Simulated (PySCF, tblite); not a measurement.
**C6H14N2Si: infrared bands and NMR shifts**

What infrared bands and NMR shifts should C6H14N2Si (`[SiH3]NN=C1CCCCC1`) show?

Programs: tblite 0.8.0 and PySCF 2.14.0, with density-fitted response routines of our own. Each step states its level of theory. These are calculated values for one molecule in the gas phase, unless marked as measured. Atoms count from 0, in the outputs and in this text.

**1. The molecule as given**

23 atoms, charge 0, multiplicity 1; geometry from: GFN2-xTB.

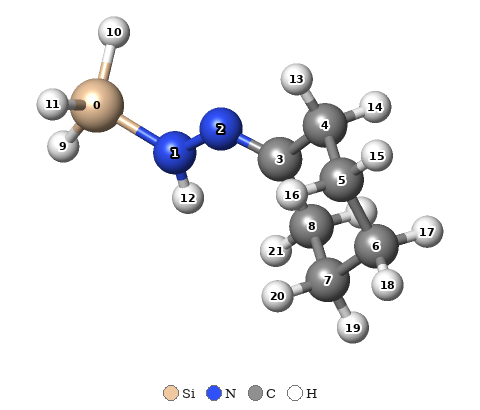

As it starts; silicon light orange, nitrogen blue, carbon grey, hydrogen white, atoms numbered; sticks join atoms by distance.

**2. Harmonic vibrations with GFN2-xTB**

What the job is given:

```
{"job": {"kind": "ir", "xc": "GFN2-xTB", "basis": "xTB"}, "charge": 0, "multiplicity": 1}
Si     3.954253     0.378754     0.531849
N      2.389850     0.234720    -0.193224
N      1.380334    -0.308342     0.515167
C      0.206509    -0.475364     0.066485
C     -0.796878    -1.096482     0.994460
C     -2.018755    -0.186917     1.141200
C     -2.612924     0.130401    -0.227570
C     -1.569680     0.796499    -1.118420
C     -0.348658    -0.111409    -1.288751
H      4.754124     0.966370    -0.544589
H      4.446396    -0.943034     0.921139
H      3.886310     1.256660     1.701238
H      2.190268     0.533509    -1.144198
H     -0.325470    -1.271398     1.961320
H     -1.116344    -2.059387     0.584268
H     -2.766124    -0.673865     1.771365
H     -1.717158     0.741615     1.630885
H     -2.954486    -0.794291    -0.699624
H     -3.477110     0.788833    -0.115226
H     -1.999515     1.022159    -2.097580
H     -1.254859     1.739245    -0.663965
H      0.395626     0.388346    -1.913917
H     -0.650462    -1.029640    -1.802236
```

**Question.** This job is followed by: GIAO PBE0/pcSseg-1 NMR shielding, non-relativistic, gas phase. Predict these results of the whole session: strongest single infrared mode (GFN2-xTB); zero-point energy (GFN2-xTB); ¹³C shifts against TMS (PBE0/pcSseg-1); ¹H shifts against TMS (PBE0/pcSseg-1, means over atoms taken as alike); ²⁹Si shifts against TMS (PBE0/pcSseg-1); ¹⁵N shifts against NH3 (PBE0/pcSseg-1).

The runs gave:

```
                                                              quantity                                         value
                             strongest single infrared mode (GFN2-xTB)                         2240 cm⁻¹, 400 km/mol
                                          zero-point energy (GFN2-xTB)                                119.3 kcal/mol
                                ¹³C shifts against TMS (PBE0/pcSseg-1)       145.8, 42.0, 32.4, 31.0, 30.8, 24.0 ppm
¹H shifts against TMS (PBE0/pcSseg-1, means over atoms taken as alike)  4.82, 4.58, 2.28, 2.01, 1.65, 1.60, 1.55 ppm
                               ²⁹Si shifts against TMS (PBE0/pcSseg-1)                                     -58.0 ppm
                                ¹⁵N shifts against NH3 (PBE0/pcSseg-1)                              355.3, 104.8 ppm
```

**Reading.** The lowest mode is imaginary (28i cm⁻¹), so the xTB geometry is not a minimum. The strongest single mode, at 2240 cm⁻¹, moves mainly H11 and H10. Unscaled tight-binding wavenumbers are off by several per cent, some by more. Its intensities can rank the bands wrongly. At PBE0/pcSseg-1: The largest span, 545 ppm, is at N2, where the paramagnetic term is -410 ppm.
